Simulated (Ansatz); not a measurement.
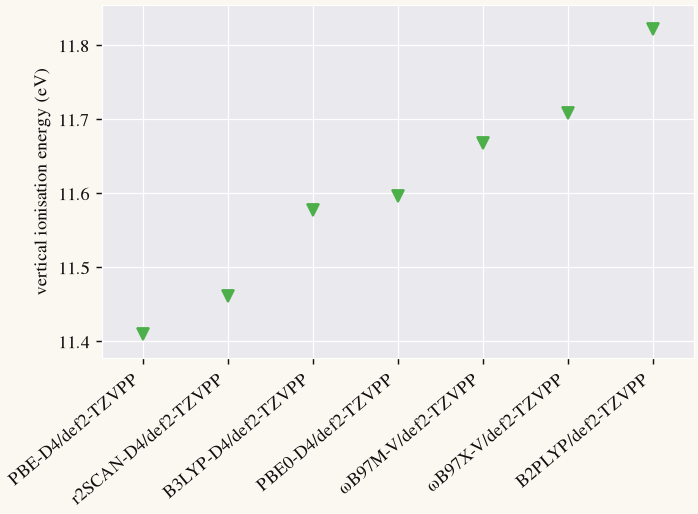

Vertical ionisation energy of C₄N₂, SMILES N#CC#CC#N, taken as the energy of the cation less that of the neutral at fixed geometry (unrestricted doublet cation, cores frozen in correlated methods, no spin-orbit coupling), the Ansatz code, at a PBE0-D4/def2-TZVP geometry (a minimum by its frequencies).

**What range do the values span?**

From 11.41 eV (PBE-D4/def2-TZVPP) to 11.82 eV (B2PLYP/def2-TZVPP).

**Give the values.**

```
               level     eV
   PBE-D4/def2-TZVPP  11.41
r2SCAN-D4/def2-TZVPP  11.46
 B3LYP-D4/def2-TZVPP  11.58
  PBE0-D4/def2-TZVPP  11.60
  ωB97M-V/def2-TZVPP  11.67
  ωB97X-V/def2-TZVPP  11.71
   B2PLYP/def2-TZVPP  11.82
```
